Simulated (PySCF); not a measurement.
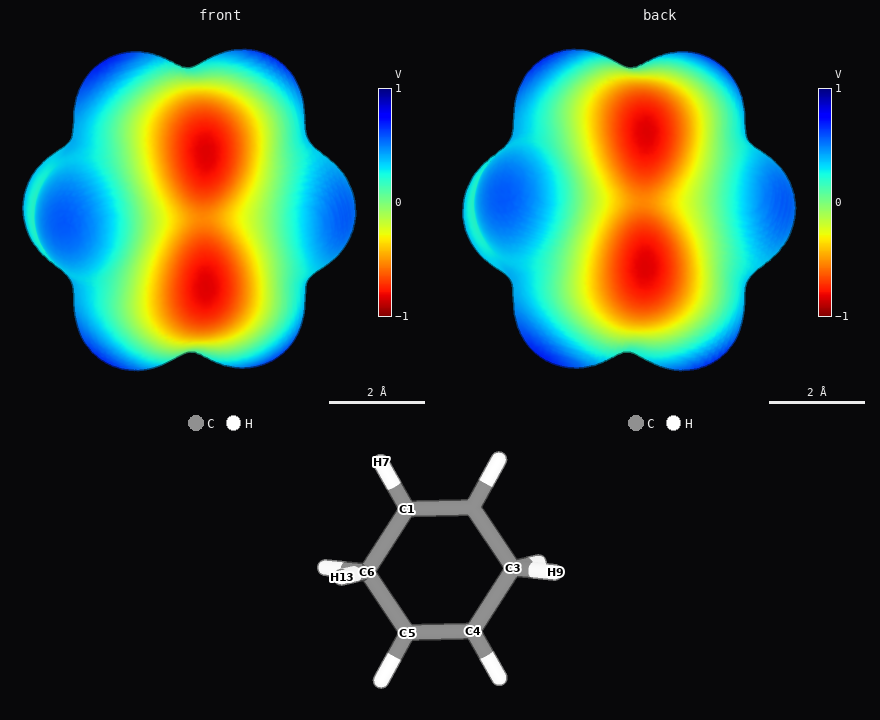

*C6H8. The molecular electrostatic potential painted on the density surface at 0.002 e/bohr³, seen from the front and from behind; the colour scale runs from red (negative) to blue (positive). The bare structure is drawn below in the same view.*

Geometry: PBE0-D3(BJ)/def2-SVP.

Theory: PySCF 2.14.0, PBE0/pcSseg-1, SCF density, gas phase, non-relativistic.

```xyz
14

C    -0.3574    1.3596   -0.1783
C     0.9404    1.0444   -0.1692
C     1.4523   -0.3516    0.0098
C     0.3574   -1.3596    0.1783
C    -0.9404   -1.0444    0.1692
C    -1.4523    0.3516   -0.0098
H    -0.6567    2.4039   -0.3154
H     1.6869    1.8349   -0.2990
H     2.1380   -0.3928    0.8785
H     2.0911   -0.6315   -0.8507
H     0.6567   -2.4039    0.3154
H    -1.6869   -1.8349    0.2990
H    -2.0911    0.6315    0.8507
H    -2.1380    0.3928   -0.8785
```

Q: Which sites attract a positive test charge, and which a negative one?

A: A positive charge is drawn to the negative regions and a negative charge to the positive ones. The most negative region (about −0.8 V, or −18 kcal/mol for a unit charge) lies over the π face of C1, C2, C4 and C5, the most positive (about +0.7 V, or +16 kcal/mol for a unit charge) over H7, H8, H11 and H12.
